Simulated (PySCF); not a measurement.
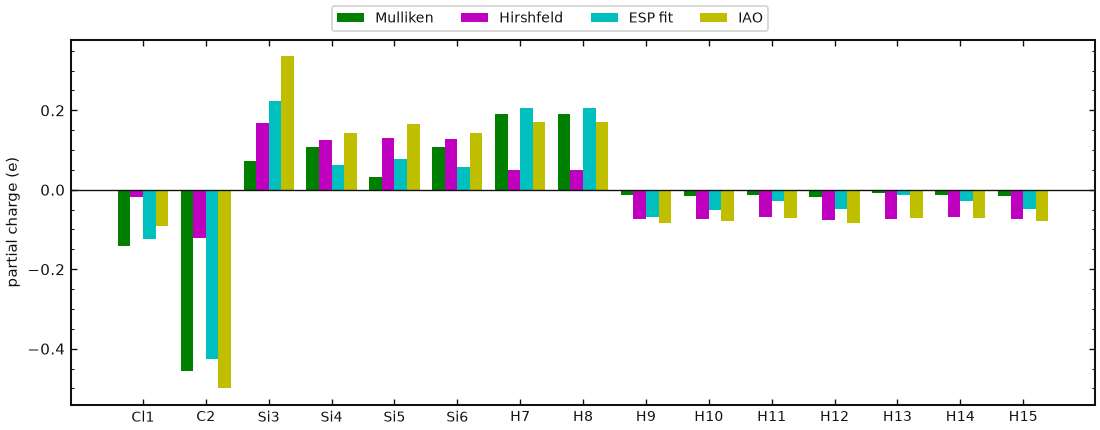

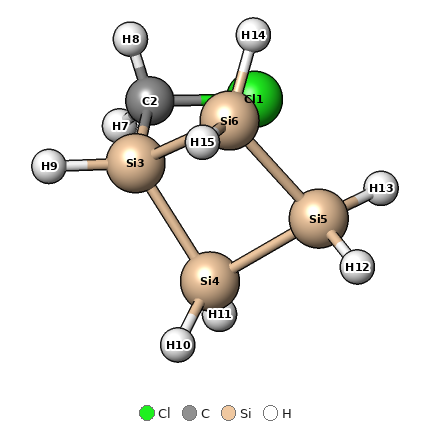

Atomic charges of CH₉ClSi₄, SMILES ClC[SiH]1[SiH2][SiH2][SiH2]1 by 4 schemes, PBE0/pcSseg-1 in PySCF 2.14.0, at a PBE0-D3(BJ)/def2-SVP geometry (no frequency check).

**Which scheme gives the smallest charges overall?**

Hirshfeld: mean absolute charge Hirshfeld 0.09, Mulliken 0.09, ESP fit 0.11, IAO 0.15 e.

**On which atom do the schemes disagree most?**

On C2: Mulliken −0.46, Hirshfeld −0.12, ESP fit −0.43, IAO −0.50 e.

Note: one conformer of a flexible molecule.
